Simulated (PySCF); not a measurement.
# I$_{4}$Sn, SMILES `I[Sn](I)(I)I`: electronic structure

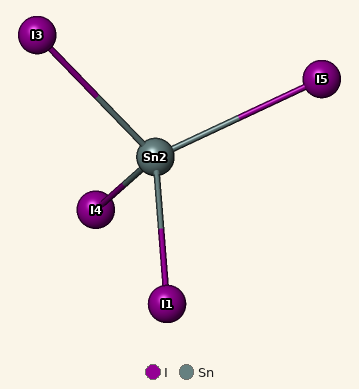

The molecule, with its atoms numbered as below. No frequency check shows the geometry to be a minimum.

Coordinates in Å:

```
I1       1.1101   -1.9437    1.5820
Sn2     -0.0004   -0.0001   -0.0003
I3      -1.1099    1.9437    1.5820
I4      -1.9443   -1.1096   -1.5818
I5       1.9445    1.1097   -1.5819
```

### 1. Bonding charge

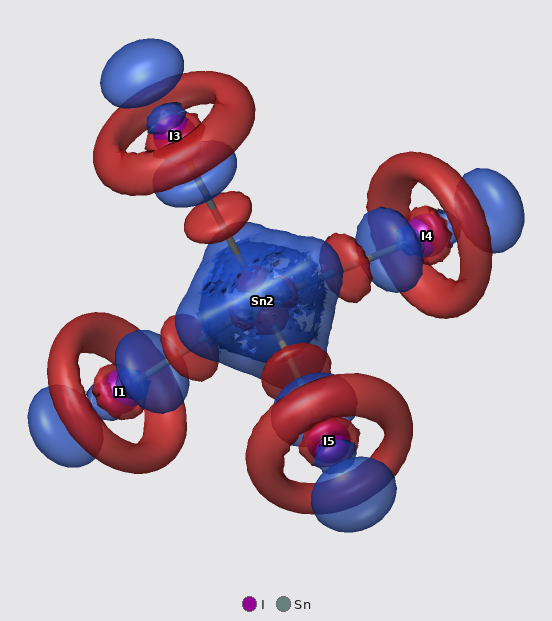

Deformation density (molecule less spherical, spin-averaged free atoms at the same positions), surfaces at ±0.04 e/Å³; red: gain, blue: loss.

Method: B3LYP/def2-SVPD; geometry: GFN2-xTB; program: PySCF. Core potentials replace the inner electrons of I and Sn; spin–orbit coupling isn't included.

Describe the bonding that the map shows.

Answer. Sn2–I4, Sn2–I3, I1–Sn2 and Sn2–I5: +0.06 e/Å³ at the bond critical point (bond length 2.74 Å). In all, 1.2 electrons gather in the regions of gain relative to the promolecule. A small or negative value marks a very polar bond, one between electron-rich atoms, whose free-atom densities already overlap strongly, a long bond to a heavier atom, or a closed-shell contact such as a hydrogen bond.

Where do the Hirshfeld charges lie?

Answer. The highest Hirshfeld charge is on Sn2 (+0.34 e), the lowest on I1, I3, I4 and I5 (−0.08 e).

### 2. Local ionisation energy

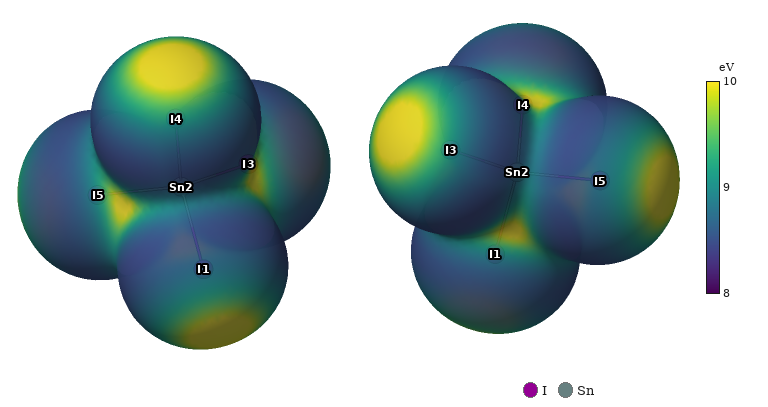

Average local ionisation energy on the surface of electron density 0.001 a.u. (back view left, front view right).

Where are the most loosely bound electrons on this surface?

Answer. The lowest value is 8.5 eV, 2.5 Å from I1, and at like points elsewhere. For comparison, the highest occupied orbital lies at −7.7 eV.

What volume does the surface enclose, and what is the dipole moment?

Answer. About 244 Å³; the dipole moment is 0.0 D.

### 3. In an electric field

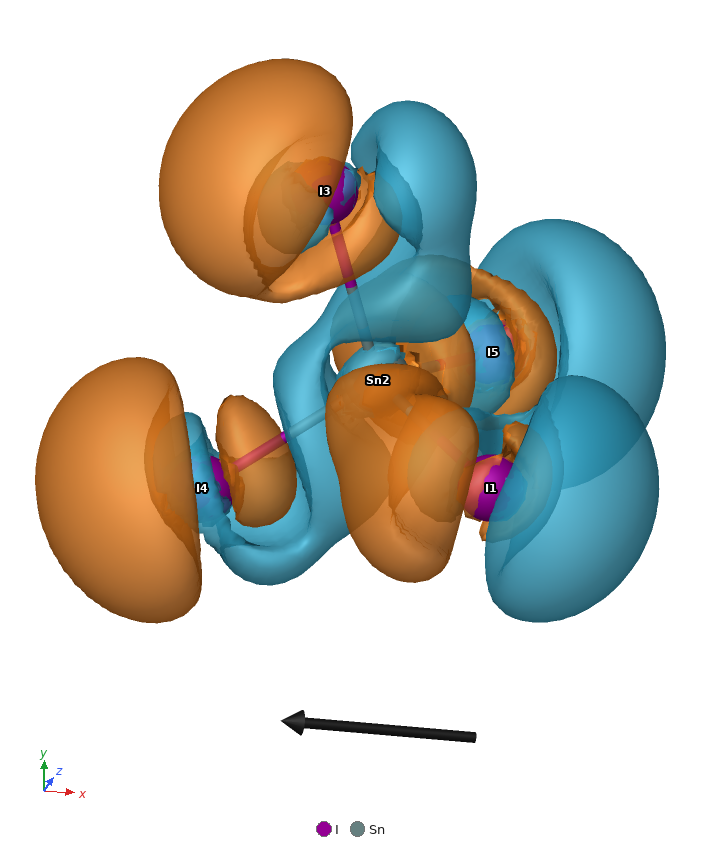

Change of the electron density in a uniform field of 0.21 V/Å along −x (arrow), surfaces at ±0.001 e/Å³ (light blue: gain, orange: loss).

The field was applied in both directions; the picture shows the one opposite to the script's first.

How large is the response?

Answer. The induced dipole is 2.09 D (along the field); α along this axis, from the fields in both directions, is 205 bohr³ (30.4 Å³).

The PySCF runs shown took 63 s and 2.9 min on 1 thread of Arm Neoverse V2, with other jobs on the host.
